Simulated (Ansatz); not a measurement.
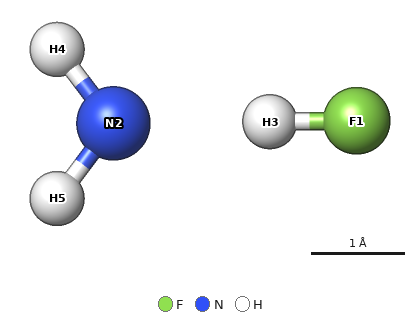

The structure (ball-and-stick view, seen on its broad side; atoms are numbered from 1 in the order of the input). Bond lengths as drawn: F–H 0.95 Å and H–N 1.02 Å.

**NH$_{3}$F: one change and its effect**

System: NH$_{3}$F, charge −1, multiplicity 3.
Method of run A: UKS PBE0-D4/def2-TZVPPD (Ansatz 0.2.0).

The geometry comes from this level: PBE0-D4/def2-TZVPPD. Text and figures count atoms from 1; the logs count them from 0 in places.

### Input, run A
```yaml
crystal:
  periodic: [false, false, false]
  atoms:
    - { symbol: F, position_ang: [0.39419866, -0.73963838, -1.46834056] }
    - { symbol: "N", position_ang: [-0.14256854, 0.32697011, 0.89708998] }
    - { symbol: H, position_ang: [0.20250018, -0.35858645, -0.62314202] }
    - { symbol: H, position_ang: [-0.7153207, 1.1523298, 1.08201318] }
    - { symbol: H, position_ang: [0.18128039, -0.00431509, 1.80748943] }
magnetization:
  spin_polarized: true
  initial_magnetization: 2
total_charge: -1
basis:
  gaussian: { orbitals: def2-TZVPPD.json }
hamiltonian:
  xc: pbe0
  dispersion: d4
```

Launched with:
```bash
ansatz run input.yaml --threads 4 --pin off --max-ram 10240MiB --backend cpu --events-out ev --progress --plain --runs-dir out
```

Hardware: 4 threads of Arm Neoverse N1, 98 GiB of memory available, shared host.

### Output (run A)
```
Engine: ansatz 0.2.0, aarch64-unknown-linux-gnu
Functional definition: PBE0
  parameter a = 0.25
  parameter kappa = 0.804
  parameter beta = 0.06672455060314922
  exchange = (1 - a)*pbe_x(kappa = kappa, mu = beta*pi^2/3) + a*exact_x
  correlation = pbe_c(beta = beta)
553 factors; their error is unknown
mean field evaluation 1: about -4235.6826 eV, gradient 5.2e1 eV
mean field evaluation 2: about -4189.1380 eV, gradient 1.1e2 eV
mean field evaluation 4: about -4249.8066 eV, gradient 1.4e1 eV
mean field evaluation 8: about -4250.8482 eV, gradient 2.0e-1 eV
mean field evaluation 16: about -4250.8454 eV, gradient 6.2e-4 eV
a density is far from that of the atoms, so the factors are made again for it
836 factors; integrals over basis functions are off by at most 9.8e-4 eV
mean field -4250.84537596 eV, -156.2156862399 hartree, gradient 3.7e-5 eV, S^2 2.003499; 0 other end points of the search recorded, 0 dependent functions left out
reference -4250.84540070 eV, -156.2156871494 hartree; 11, 9 occupied and 117, 119 virtual orbitals, 836 factors
Total energy: -4250.87269851 eV, -156.2166903254 hartree
```

Run B used a changed input.

### The two runs side by side

```csv
quantity,run A,run B
outcome,converged,converged
total energy (hartree),−156.216690,−156.215649
⟨S²⟩,2.003,2.003
basis functions,128,128
wall time (shared host),2.5 s,2.4 s
```

Which change of the input explains these differences?

The change (lines with − go, lines with + come):
```diff
-  xc: pbe0
+  xc: pbe
```

The total energies belong to different methods, so their difference says nothing on which is more stable or more accurate. The functional changes from PBE0 to PBE.

### Output (run B)
```
Engine: ansatz 0.2.0, aarch64-unknown-linux-gnu
Functional definition: PBE
  parameter kappa = 0.804
  parameter beta = 0.06672455060314922
  exchange = pbe_x(kappa = kappa, mu = beta*pi^2/3)
  correlation = pbe_c(beta = beta)
553 factors; their error is unknown
mean field evaluation 1: about -4226.3563 eV, gradient 6.5e1 eV
mean field evaluation 2: about -4022.8783 eV, gradient 1.7e2 eV
mean field evaluation 4: about -4239.6893 eV, gradient 4.3e1 eV
mean field evaluation 8: about -4250.8315 eV, gradient 2.0e-1 eV
mean field evaluation 16: about -4250.8114 eV, gradient 4.4e-3 eV
a density is far from that of the atoms, so the factors are made again for it
836 factors; integrals over basis functions are off by at most 9.8e-4 eV
mean field -4250.81124591 eV, -156.2144319839 hartree, gradient 6.7e-5 eV, S^2 2.002584; 0 other end points of the search recorded, 0 dependent functions left out
reference -4250.81127835 eV, -156.2144331760 hartree; 11, 9 occupied and 117, 119 virtual orbitals, 836 factors
Total energy: -4250.84435943 eV, -156.2156488831 hartree
```
